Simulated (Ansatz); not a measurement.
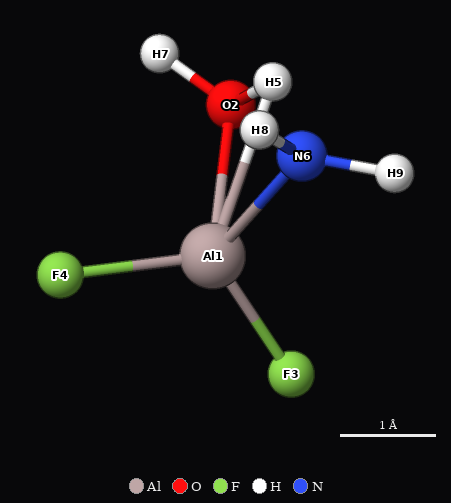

The structure (ball-and-stick view, seen at a tilt; atoms are numbered from 1 in the order of the input). Sticks mark near contacts. Bond lengths as drawn: Al–F 1.65 Å, Al–H 1.94 Å, Al–N 1.87 Å, Al–O 1.88 Å, H–N 1.01 Å and H–O 0.96 to 1.13 Å.

## AlNH4OF2: a changed input and its effect

System: AlNH4OF2.
Method of run 1: RKS wB97X-V/def2-TZVPP (Ansatz 0.2.0).

The geometry comes from this level: PBE0-D4/def2-TZVP. Text and figures count atoms from 1; the logs count them from 0 in places.

Input, run 1:
```yaml
crystal:
  periodic: [false, false, false]
  atoms:
    - {symbol: Al, position_ang: [-0.595662, -0.680689, 0.105085]}
    - {symbol: O, position_ang: [-0.819410, 1.055101, -0.567834]}
    - {symbol: F, position_ang: [-1.039355, -1.824850, -0.994240]}
    - {symbol: F, position_ang: [-1.245384, -0.733899, 1.624817]}
    - {symbol: H, position_ang: [0.287563, 0.981052, -0.360008]}
    - {symbol: N, position_ang: [1.183647, -0.099581, 0.039643]}
    - {symbol: H, position_ang: [-1.286813, 1.740943, -0.085120]}
    - {symbol: H, position_ang: [1.699162, 0.018984, 0.900853]}
    - {symbol: H, position_ang: [1.816252, -0.457060, -0.662995]}
basis:
  gaussian: {orbitals: def2-TZVPP}
hamiltonian: {xc: {name: wB97X-V}}
```

Launched with:
```bash
ansatz run in.yaml --threads 4 --pin off --events-out ev --progress --plain --max-ram 9574MiB
```

Hardware: 4 threads of Arm Neoverse V1, 23 GiB of memory available, shared host.

Output (run 1):
```
Functional definition: wB97X-V
  parameter omega = 0.3/bohr
  parameter cx = 0.167
  parameter cx1 = 0.603
  parameter cx2 = 1.194
  parameter css0 = 0.556
  parameter css1 = -0.257
  parameter cos0 = 1.219
  parameter cos1 = -1.850
  parameter b = 6.0
  parameter c = 0.01
  exchange = spin_sum(e_x_unif_sr(omega)*poly(b97_u_x, 1 - cx, cx1, cx2)) + cx*exact_x_sr(omega) + exact_x_lr(omega)
  correlation = spin_sum(e_c_pw_same_spin*poly(b97_u_same, css0, css1))
      + integral(e_c_pw_opposite_spin*poly(b97_u_opposite, cos0, cos1)) + vv10(b, c)
1142 factors; their error is unknown
258 factors; integrals over basis functions are off by at most 6.7e-6 eV
mean field evaluation 1: about -15631.1267 eV, gradient 7.3e1 eV
mean field evaluation 2: about -15631.8007 eV, gradient 7.4e1 eV
mean field evaluation 4: about -15639.3178 eV, gradient 2.4e0 eV
mean field evaluation 8: about -15639.3336 eV, gradient 6.1e-2 eV
mean field evaluation 16: about -15639.3546 eV, gradient 4.4e-5 eV
mean field -15639.35462656 eV, -574.7356817909 hartree, gradient 4.4e-5 eV, S^2 0.000000; 0 other end points of the search recorded, 0 dependent functions left out
reference -15639.35462450 eV, -574.7356817150 hartree; 25, 25 occupied and 197, 197 virtual orbitals, 1142 factors
Total energy: -15639.35462450 eV, -574.7356817150 hartree
```

For run 2 the input was changed thus:
```diff
-    - {symbol: Al, position_ang: [-0.595662, -0.680689, 0.105085]}
-    - {symbol: O, position_ang: [-0.819410, 1.055101, -0.567834]}
-    - {symbol: F, position_ang: [-1.039355, -1.824850, -0.994240]}
-    - {symbol: F, position_ang: [-1.245384, -0.733899, 1.624817]}
-    - {symbol: H, position_ang: [0.287563, 0.981052, -0.360008]}
-    - {symbol: N, position_ang: [1.183647, -0.099581, 0.039643]}
-    - {symbol: H, position_ang: [-1.286813, 1.740943, -0.085120]}
-    - {symbol: H, position_ang: [1.699162, 0.018984, 0.900853]}
-    - {symbol: H, position_ang: [1.816252, -0.457060, -0.662995]}
+    - {symbol: Al, position_ang: [-0.752959, -0.346221, 0.098728]}
+    - {symbol: O, position_ang: [-1.191010, 1.236034, -0.366569]}
+    - {symbol: F, position_ang: [-0.942621, -1.588491, -0.991889]}
+    - {symbol: F, position_ang: [-0.952505, -0.803916, 1.685982]}
+    - {symbol: H, position_ang: [1.388352, 0.898306, -0.261104]}
+    - {symbol: N, position_ang: [1.219814, -0.062152, 0.023754]}
+    - {symbol: H, position_ang: [-2.081437, 1.559932, -0.469664]}
+    - {symbol: H, position_ang: [1.652074, -0.211900, 0.929690]}
+    - {symbol: H, position_ang: [1.660291, -0.681591, -0.648726]}
```

Predict how the results change.

With the same method and basis, run 2 lies 27.5 kcal/mol lower.

Output (run 2):
```
Functional definition: wB97X-V
  parameter omega = 0.3/bohr
  parameter cx = 0.167
  parameter cx1 = 0.603
  parameter cx2 = 1.194
  parameter css0 = 0.556
  parameter css1 = -0.257
  parameter cos0 = 1.219
  parameter cos1 = -1.850
  parameter b = 6.0
  parameter c = 0.01
  exchange = spin_sum(e_x_unif_sr(omega)*poly(b97_u_x, 1 - cx, cx1, cx2)) + cx*exact_x_sr(omega) + exact_x_lr(omega)
  correlation = spin_sum(e_c_pw_same_spin*poly(b97_u_same, css0, css1))
      + integral(e_c_pw_opposite_spin*poly(b97_u_opposite, cos0, cos1)) + vv10(b, c)
1142 factors; their error is unknown
258 factors; integrals over basis functions are off by at most 7.7e-6 eV
mean field evaluation 1: about -15631.6598 eV, gradient 7.6e1 eV
mean field evaluation 2: about -15631.4020 eV, gradient 8.1e1 eV
mean field evaluation 4: about -15640.5144 eV, gradient 2.4e0 eV
mean field evaluation 8: about -15640.5262 eV, gradient 1.5e-1 eV
mean field evaluation 16: about -15640.5473 eV, gradient 4.4e-5 eV
mean field -15640.54731448 eV, -574.7795122633 hartree, gradient 4.4e-5 eV, S^2 0.000000; 0 other end points of the search recorded, 0 dependent functions left out
reference -15640.54731236 eV, -574.7795121856 hartree; 25, 25 occupied and 197, 197 virtual orbitals, 1142 factors
Total energy: -15640.54731236 eV, -574.7795121856 hartree
```

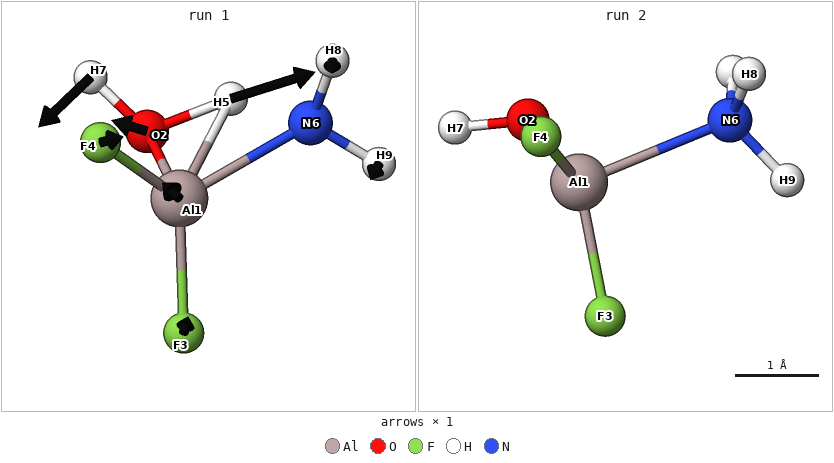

The two input geometries at one scale (ball-and-stick view, seen at a tilt). The black arrows on the first give the shifts of the atoms after the best rigid fit, at true length. The atom that moves furthest after the best rigid fit is H5 (1.10 Å). Largest moves by element: H 1.10 Å, O 0.46 Å, Al 0.36 Å, F 0.32 Å, N 0.06 Å. Among the contacts that change: O2–H5 1.129 → 2.604 Å, Al1–H5 1.938 → 2.503 Å, H5–N6 1.460 → 1.016 Å, Al1–O2 1.875 → 1.706 Å.

The two runs side by side:

```tsv
quantity	run 1	run 2
outcome	converged	converged
total energy (hartree)	−574.735682	−574.779512
basis functions	222	222
wall time (shared host)	6.5 s	6 s
```
